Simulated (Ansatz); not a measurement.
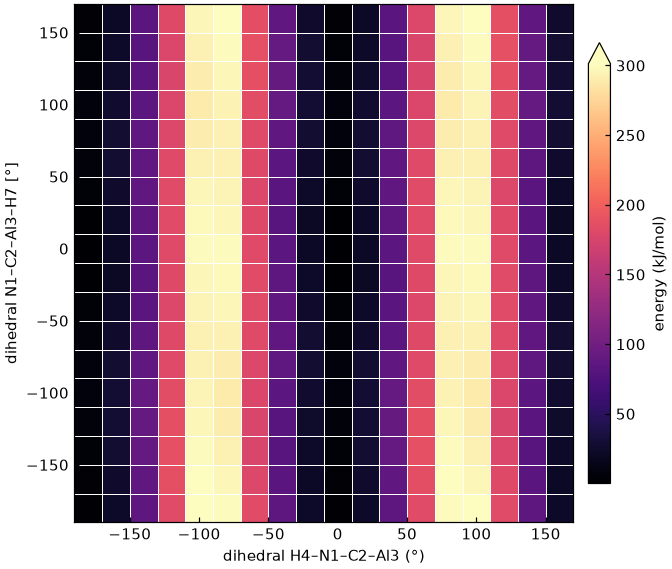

Energy landscape of CH5AlN, SMILES [NH2+]=[CH][AlH2], charge +1. 
- The first coordinate is: dihedral H4–N1–C2–Al3; the second: dihedral N1–C2–Al3–H7.
- Nothing is relaxed (all other coordinates rigid).
- The scan uses an 18 × 18 grid; 164 points were computed and 160 follow by symmetry.
- All energies are given in kJ/mol relative to the relaxed molecule at the same level.
- Energies and slopes of some neighbouring points disagree (a jump in structure or state, or too coarse a mesh). The dihedral twists a double bond; near 90° a spin-restricted reference is unreliable.
- Theory: Ansatz 0.2.0, RHF/def2-SVP.

The picture shows one coloured cell a grid point, one colour for all values above the top of the scale. 

> Describe this landscape.

The lowest grid point is at dihedral H4–N1–C2–Al3 = 0°, dihedral N1–C2–Al3–H7 = 0°, 0 kJ/mol from the relaxed molecule at the same level. Other grid points that lie below all their neighbours: dihedral H4–N1–C2–Al3 = −180°, dihedral N1–C2–Al3–H7 = 0° (0.08 kJ/mol higher); dihedral H4–N1–C2–Al3 = 0°, dihedral N1–C2–Al3–H7 = −180° (1.6 kJ/mol higher); dihedral H4–N1–C2–Al3 = −180°, dihedral N1–C2–Al3–H7 = −180° (1.6 kJ/mol higher). The highest grid point, dihedral H4–N1–C2–Al3 = −100°, dihedral N1–C2–Al3–H7 = −160°, lies 301 kJ/mol above the lowest.

The input of one point:

```yaml
crystal:
  periodic: [false, false, false]
  atoms:
    - { symbol: "N", position_ang: [-0.533978, 1.029948, -0.75461] }
    - { symbol: C, position_ang: [-0.376334, 0.408985, 0.347863] }
    - { symbol: Al, position_ang: [0.789606, -1.315629, 0.539905] }
    - { symbol: H, position_ang: [-0.098032, 0.719006, -1.609718] }
    - { symbol: H, position_ang: [-1.099574, 1.862387, -0.836166] }
    - { symbol: H, position_ang: [-0.907757, 0.862521, 1.183592] }
    - { symbol: H, position_ang: [1.395387, -1.674664, -0.851106] }
    - { symbol: H, position_ang: [0.830562, -1.892628, 1.98021] }
total_charge: 1
basis:
  gaussian: { orbitals: def2-SVP }
hamiltonian:
  xc: hf
output:
  forces: true
```

Time for the 164 points that were run: 2.5 min on 1 thread of Arm Neoverse V1 (shared host).
